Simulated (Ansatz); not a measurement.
Cost and result by functional for the adsorption energy of Br on the 1x1 (111) surface of fcc Pt, one in a 2x2 cell, started at the site 'hollow Pt-Pt-Pt over Pt at depth 4.6 Å', in Ansatz (plane waves, PAW). Single points on the PBE structure, on one kind of machine; costs are rough ratios of the slab run's core time (references not counted) to the cheapest single point. r2SCAN's cost holds its higher cutoff (500 against 420 eV). Differences are taken against r2SCAN for comparison alone: no measured value is at hand, so the table doesn't rank accuracy.

Slab: 17 atoms, 6.9 Å thick at the start under the adsorbate (thin: gaps and levels are the slab's own); k 6x6x1, smearing 0.1 eV, dipole-corrected; 8 atoms held, the rest relaxed; held to the start's symmetry, so lower structures may exist; no spin, no spin-orbit, no U, no dispersion correction. At the end it is bonded to 3 Pt. In PBE it is, or lies within 0.03 eV of, the lowest of the starts that converged. These notes are the PBE run's. Adsorption energies are against ½ Br2(g). A negative adsorption energy means that the adsorbate is more stable on the surface than in its reference.

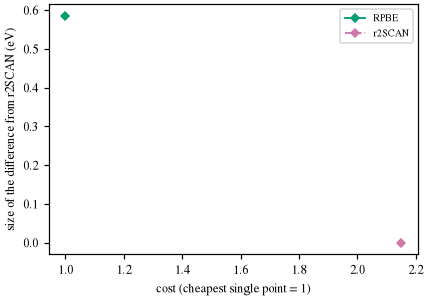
Difference from r2SCAN against cost

```
functional                     relative cost  adsorption energy (eV)  less r2SCAN (eV)
-----------------------------  -------------  ----------------------  ----------------
RPBE                                       1                   -0.84              0.59
r2SCAN                                     2                   -1.43              0.00
PBE (the relaxed run's value)              –                   -1.14              0.29
```

The values span 0.59 eV, while the single points' costs differ by a factor of roughly 2. Differences are of unrounded values.

Ansatz is a program for electronic structure.
